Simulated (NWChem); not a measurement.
# C2H5NSi (SMILES C[SiH2]C#N): levels of theory compared

We compute a comparison of 4 runs (HF/STO-3G, HF/3-21G, B3LYP/6-31G*) of C2H5NSi. 

Program for the calculation: NWChem 7.3.0.

## (1) The molecule

C2H5NSi has 9 atoms, charge 0, and is taken as a singlet. SMILES: `C[SiH2]C#N`. Geometry: relaxed at PBE0-D4/def2-TZVP.

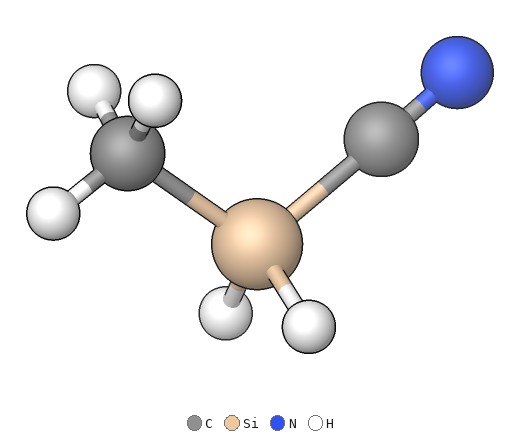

The structure, seen from a chosen angle (carbon grey, silicon light orange, nitrogen blue, hydrogen white).

## (2) Energy and forces at HF/STO-3G (run 1)

The input, mol.xyz:

```xyz
9

C     -0.672000     0.931100    -0.497500
Si    -0.146800    -0.554600     0.488300
C      1.638300    -0.910100     0.129800
N      2.747300    -1.112400    -0.107600
H     -0.554100     0.746100    -1.566800
H     -0.072800     1.803400    -0.229800
H     -1.721900     1.160400    -0.300900
H     -0.893300    -1.779400     0.117000
H     -0.236400    -0.330800     1.950300
```

The input, run.py:

```python
from ase.io import read
from ase.calculators.nwchem import NWChem

atoms = read('mol.xyz')

calc = NWChem(
    label='mol',
    theory='scf',
    memory='2200 mb',
    basis='STO-3G',
    basispar='spherical bse',
    scf={'nopen': '0', 'rhf': None, 'thresh': '1e-08', 'maxiter': '80'},
)
atoms.calc = calc

forces = atoms.get_forces()
print(f"energy = {atoms.get_potential_energy():.6f} eV")
print("forces (eV/A):")
for s, f in zip(atoms.symbols, forces):
    print(f"{s:2s} {f[0]:10.5f} {f[1]:10.5f} {f[2]:10.5f}")
print("dipole (e A):", atoms.get_dipole_moment().round(4))
```

Run with:

```sh
$ export ASE_NWCHEM_COMMAND="nwchem PREFIX.nwi > PREFIX.nwo"
$ python run.py
```

Standard output:

```text
energy = -11349.366058 eV
forces (eV/A):
C    -0.14732    0.17633   -0.08490
Si   -0.14038   -1.32350    1.09966
C    -0.98432    0.26400    0.14316
N     0.43832   -0.11272   -0.06783
H    -0.07580    0.14604    0.41133
H    -0.28184   -0.30550   -0.15817
H     0.44444   -0.02093   -0.14347
H     0.72459    1.36217    0.38078
H     0.02237   -0.18599   -1.58056
dipole (e A): [-0.7178  0.1893  0.1075]
```

The calculator wrote mol.nwi:

```
title "mol"

permanent_dir mol

scratch_dir mol

start mol

geometry units angstrom nocenter noautosym noautoz
  C  -6.7200000000000004e-01 9.3110000000000004e-01 -4.9750000000000000e-01
  Si -1.4680000000000001e-01 -5.5459999999999998e-01 4.8830000000000001e-01
  C  1.6383000000000001e+00 -9.1010000000000002e-01 1.2980000000000000e-01
  N  2.7473000000000001e+00 -1.1124000000000001e+00 -1.0760000000000000e-01
  H  -5.5410000000000004e-01 7.4609999999999999e-01 -1.5668000000000000e+00
  H  -7.2800000000000004e-02 1.8033999999999999e+00 -2.2980000000000000e-01
  H  -1.7219000000000000e+00 1.1604000000000001e+00 -3.0090000000000000e-01
  H  -8.9329999999999998e-01 -1.7794000000000001e+00 1.1700000000000001e-01
  H  -2.3640000000000000e-01 -3.3079999999999998e-01 1.9502999999999999e+00
end

memory 2200 mb

basis spherical bse noprint
   * library STO-3G
end

scf
  nopen 0
  rhf
  thresh 1e-08
  maxiter 80
end

task scf gradient
```

mol.nwo:

```text
Northwest Computational Chemistry Package (NWChem) 7.3.0
             --------------------------------------------------------

           Job information
           ---------------

    nwchem branch   = 7.3.0
    use scalapack   = T
    input           = mol.nwi
    prefix          = mol.
    data base       = mol/mol.db
    status          = startup
    nproc           =        1

           Memory information
           ------------------

    heap     =     72089596 doubles =      550.0 Mbytes
    stack    =     72089601 doubles =      550.0 Mbytes
    global   =    144179200 doubles =     1100.0 Mbytes (distinct from heap & stack)
    total    =    288358397 doubles =     2200.0 Mbytes
    verify   = yes
    hardfail = no

           Directory information
           ---------------------

  0 permanent = mol
  0 scratch   = mol

                                NWChem Input Module
                                -------------------

                                        mol
                                        ---

[... 125 lines left out ...]
 Convergence threshold     :          1.000E-08
[... 13 lines left out ...]
       Final RHF  results
[... 3 lines left out ...]
      One-electron energy =   -850.165623443648
[... 1 line left out ...]
 Nuclear repulsion energy =    138.089038917340
[... 37 lines left out ...]
                       ROHF Final Molecular Orbital Analysis
[... 197 lines left out ...]
     1   1 0 0     -1.356356      0.000000     36.840586
[... 8 lines of this table left out ...]
     2   0 0 2    -21.720052      0.000000     40.784614

                              NWChem Gradients Module
                              -----------------------

                                        mol

  wavefunction    =   RHF

                         RHF ENERGY GRADIENTS

    atom               coordinates                        gradient
                 x          y          z           x          y          z
   1 C      -1.269896   1.759524  -0.940139    0.002865  -0.003429   0.001651
   2 Si     -0.277412  -1.048042   0.922753    0.002730   0.025738  -0.021385
   3 C       3.095938  -1.719840   0.245286    0.019142  -0.005134  -0.002784
[... 5 lines of this table left out ...]
   9 H      -0.446731  -0.625121   3.685533   -0.000435   0.003617   0.030737

                 ----------------------------------------
                 |  Time  |  1-e(secs)   |  2-e(secs)   |
                 ----------------------------------------
                 |  CPU   |       0.00   |       0.27   |
                 ----------------------------------------
                 |  WALL  |       0.00   |       0.27   |
                 ----------------------------------------

 Task  times  cpu:        1.8s     wall:        1.8s
 Total times  cpu:        1.8s     wall:        1.8s
```

Run time: 2.9 s. Hardware: 1 thread of Intel Xeon Platinum 8488C (Sapphire Rapids), shared host; peak memory 0.098 GiB.

## (3) Energy and forces at HF/3-21G (run 2)

The input, a.nw:

```
echo
start a
title "C2H5NSi"
memory 2200 mb
geometry noautosym nocenter noautoz
 C    -0.672000    0.931100   -0.497500
 Si   -0.146800   -0.554600    0.488300
 C     1.638300   -0.910100    0.129800
 N     2.747300   -1.112400   -0.107600
 H    -0.554100    0.746100   -1.566800
 H    -0.072800    1.803400   -0.229800
 H    -1.721900    1.160400   -0.300900
 H    -0.893300   -1.779400    0.117000
 H    -0.236400   -0.330800    1.950300
end
basis spherical bse
 * library 3-21G
end
scf
 singlet
 rhf
 thresh 1e-08
 maxiter 80
end
task scf gradient
```

Run with:

```sh
$ nwchem a.nw > a.out
```

Standard output:

```text
[...]
  functions       =    50
[...]
  wavefunction    = RHF
[...]
         Total SCF energy =   -419.765880841079
      One-electron energy =   -850.953652198378
      Two-electron energy =    293.098732439959
 Nuclear repulsion energy =    138.089038917341
        Time for solution =      1.5s
[...]
                         RHF ENERGY GRADIENTS
    atom               coordinates                        gradient
                 x          y          z           x          y          z
   1 C      -1.269896   1.759524  -0.940139    0.007289  -0.016051   0.010047
   2 Si     -0.277412  -1.048042   0.922753    0.002154   0.013822  -0.011745
   3 C       3.095938  -1.719840   0.245286   -0.034761   0.005971   0.007748
   4 N       5.191644  -2.102131  -0.203335    0.024243  -0.003869  -0.005629
   5 H      -1.047097   1.409925  -2.960823    0.000978  -0.002127  -0.004516
   6 H      -0.137572   3.407932  -0.434259    0.003394   0.003163   0.002148
   7 H      -3.253919   2.192838  -0.568619   -0.004785  -0.000535   0.002146
   8 H      -1.688092  -3.362578   0.221098    0.000695  -0.000292  -0.000248
   9 H      -0.446731  -0.625121   3.685533    0.000793  -0.000082   0.000050
[...]
```

Wall time 2.5 s (1 thread of Intel Xeon Platinum 8488C (Sapphire Rapids), shared host); peak memory 0.098 GiB.

## (4) Energy and gradient at B3LYP/6-31G(d) (spherical functions) (run 3)

The input, geom.nw:

```
start geom
title "C2H5NSi"
memory stack 880 mb heap 220 mb global 1100 mb
charge 0

geometry noautosym nocenter noautoz
 C    -0.672000    0.931100   -0.497500
 Si   -0.146800   -0.554600    0.488300
 C     1.638300   -0.910100    0.129800
 N     2.747300   -1.112400   -0.107600
 H    -0.554100    0.746100   -1.566800
 H    -0.072800    1.803400   -0.229800
 H    -1.721900    1.160400   -0.300900
 H    -0.893300   -1.779400    0.117000
 H    -0.236400   -0.330800    1.950300
end

basis spherical bse
 * library 6-31G*
end

dft
 xc b3lyp
 grid xfine
 convergence energy 1e-08
 maxiter 100
 mulliken
end

task dft gradient
```

Run with:

```sh
$ nwchem geom.nw > geom.out
```

Standard output:

```text
[...]
          Wavefunction type:  closed shell.
          No. of atoms     :     9
          No. of electrons :    38
[...]
          Charge           :     0
          Spin multiplicity:     1
[...]
          AO basis - number of functions:    70
[...]
              XC Information
              --------------
                         B3LYP Method XC Potential
                     Hartree-Fock (Exact) Exchange  0.200
                        Slater Exchange Functional  0.800 local
                    Becke 1988 Exchange Functional  0.720 non-local
              Lee-Yang-Parr Correlation Functional  0.810
                  VWN I RPA Correlation Functional  0.190 local
[...]
 d= 0,ls=0.0,diis     1   -423.3854597534 -5.61D+02  1.64D-02  5.48D-01     2.6
[...]
 d= 0,ls=0.0,diis    10   -423.4613598446 -6.71D-09  3.34D-07  1.06D-09    21.3
         Total DFT energy =     -423.461359844614
      One electron energy =     -854.700162735231
           Coulomb energy =      333.691883967176
    Exchange-Corr. energy =      -40.542119993899
 Nuclear repulsion energy =      138.089038917341
[...]
      Total Density - Mulliken Population Analysis
     ---------------------------------------------
    Atom       Charge   Shell Charges
 -----------   ------   -------------------------------------------------------
    1 C    6     6.67   2.00  0.67  2.14  0.68  1.16  0.02
    2 Si  14    13.54   2.00  2.00  5.96  0.99  1.91  0.19  0.30  0.19
    3 C    6     6.00   2.00  0.71  1.97  0.59  0.70  0.03
    4 N    7     7.24   2.00  0.85  2.25  0.90  1.20  0.04
    5 H    1     0.81   0.52  0.29
    6 H    1     0.81   0.52  0.29
    7 H    1     0.82   0.52  0.30
    8 H    1     1.06   0.51  0.54
    9 H    1     1.06   0.51  0.54
[...]
  wavefunction    = closed shell
                         DFT ENERGY GRADIENTS
    atom               coordinates                        gradient
                 x          y          z           x          y          z
   1 C      -1.269896   1.759524  -0.940139    0.001651  -0.002550   0.001399
   2 Si     -0.277412  -1.048042   0.922753   -0.001582   0.005065  -0.003486
   3 C       3.095938  -1.719840   0.245286    0.023940  -0.004113  -0.005313
   4 N       5.191644  -2.102131  -0.203335   -0.026846   0.004967   0.005690
   5 H      -1.047097   1.409925  -2.960823    0.000054  -0.000319   0.002307
   6 H      -0.137572   3.407932  -0.434259   -0.000779  -0.002169  -0.000055
   7 H      -3.253919   2.192838  -0.568619    0.002137  -0.001205   0.000186
   8 H      -1.688092  -3.362578   0.221098    0.000780   0.000313  -0.000189
   9 H      -0.446731  -0.625121   3.685533    0.000645   0.000012  -0.000539
[...]
```

It took 27 s on 1 thread of Intel Xeon Platinum 8488C (Sapphire Rapids), shared host; peak memory 0.14 GiB.

## (5) Energy and forces at B3LYP/6-31G(d) (Cartesian functions) (run 4)

The input, calc.nw:

```
start calc
title "C2H5NSi gradient"
memory total 2200 mb

geometry units bohr noautosym nocenter noautoz
   C   -1.26989596   1.75952399  -0.94013875
   Si  -0.27741180  -1.04804211   0.92275327
   C    3.09593831  -1.71983975   0.24528645
   N    5.19164458  -2.10213134  -0.20333453
   H   -1.04709725   1.40992466  -2.96082289
   H   -0.13757206   3.40793209  -0.43425906
   H   -3.25391941   2.19283820  -0.56861859
   H   -1.68809235  -3.36257867   0.22109796
   H   -0.44673126  -0.62512140   3.68553286
end

basis
   * library 6-31G*
end

dft
   xc b3lyp
   grid xfine
   convergence energy 1e-08
   iterations 100
   mulliken
   noprint "final vectors analysis"
end

task dft gradient
```

Run with:

```sh
$ nwchem calc.nw > calc.out
```

Standard output:

```text
[...]
          Wavefunction type:  closed shell.
          No. of atoms     :     9
          No. of electrons :    38
[...]
          Charge           :     0
          Spin multiplicity:     1
[...]
          AO basis - number of functions:    74
[...]
              XC Information
              --------------
                         B3LYP Method XC Potential
                     Hartree-Fock (Exact) Exchange  0.200
                        Slater Exchange Functional  0.800 local
                    Becke 1988 Exchange Functional  0.720 non-local
              Lee-Yang-Parr Correlation Functional  0.810
                  VWN I RPA Correlation Functional  0.190 local
[...]
 d= 0,ls=0.0,diis     1   -423.3886114361 -5.61D+02  1.60D-02  6.74D-01     2.9
[...]
 d= 0,ls=0.0,diis    10   -423.4666063604 -8.90D-09  4.04D-07  1.67D-09    22.8
         Total DFT energy =     -423.466606360373
      One electron energy =     -854.639730915104
           Coulomb energy =      333.589177254155
    Exchange-Corr. energy =      -40.505081660935
 Nuclear repulsion energy =      138.089028961511
[...]
      Total Density - Mulliken Population Analysis
     ---------------------------------------------
    Atom       Charge   Shell Charges
 -----------   ------   -------------------------------------------------------
    1 C    6     6.67   1.99  0.67  2.15  0.68  1.16  0.02
    2 Si  14    13.55   2.00  1.99  5.96  1.04  1.91  0.19  0.30  0.15
    3 C    6     5.91   1.99  0.74  1.98  0.58  0.64 -0.01
    4 N    7     7.33   1.99  0.85  2.26  1.06  1.18 -0.02
    5 H    1     0.81   0.52  0.29
    6 H    1     0.81   0.52  0.29
    7 H    1     0.82   0.52  0.30
    8 H    1     1.06   0.51  0.54
    9 H    1     1.06   0.51  0.54
[...]
  wavefunction    = closed shell
                         DFT ENERGY GRADIENTS
    atom               coordinates                        gradient
                 x          y          z           x          y          z
   1 C      -1.269896   1.759524  -0.940139    0.001595  -0.002397   0.001299
   2 Si     -0.277412  -1.048042   0.922753   -0.001452   0.004790  -0.003314
   3 C       3.095938  -1.719840   0.245286    0.023917  -0.004096  -0.005319
   4 N       5.191645  -2.102131  -0.203335   -0.026859   0.004962   0.005699
   5 H      -1.047097   1.409925  -2.960823    0.000057  -0.000314   0.002227
   6 H      -0.137572   3.407932  -0.434259   -0.000746  -0.002096  -0.000050
   7 H      -3.253919   2.192838  -0.568619    0.002065  -0.001176   0.000188
   8 H      -1.688092  -3.362579   0.221098    0.000777   0.000309  -0.000197
   9 H      -0.446731  -0.625121   3.685533    0.000646   0.000019  -0.000534
[...]
```

Wall time 29 s (1 thread of Intel Xeon Platinum 8488C (Sapphire Rapids), shared host); peak memory 0.14 GiB.

## (6) All runs side by side

```csv
run,level,iteration cap,module,energy (Eh),dipole moment (D),HOMO energy (eV),LUMO energy (eV),wall time
1,HF/STO-3G,80,scf,-417.081513,3.60,-10.58,9.78,2.9 s
2,HF/3-21G,80,scf,-419.765881,3.81,-12.46,3.77,2.5 s
3,B3LYP/6-31G* (spherical functions),100,dft,-423.461360,3.84,-9.02,-0.29,27 s
4,B3LYP/6-31G* (Cartesian functions),100,dft,-423.466606,3.84,–,–,29 s
```

## (7) Summary of results

```
                       quantity          value
            run 4: total energy  -423.46661 Eh
           run 4: dipole moment         3.84 D
run 4: largest force on an atom     1.435 eV/Å
```

The dipole moment (its size) runs from 3.60 D (HF/STO-3G) to 3.84 D (B3LYP/6-31G*). The two ends differ in method and basis. Over runs 1, 2, 3 the HOMO–LUMO gap runs from 8.73 eV (B3LYP/6-31G*) to 20.36 eV (HF/STO-3G). In run 1 the basis is minimal, so the values are rough. All runs together took 61 s, the longest 29 s.
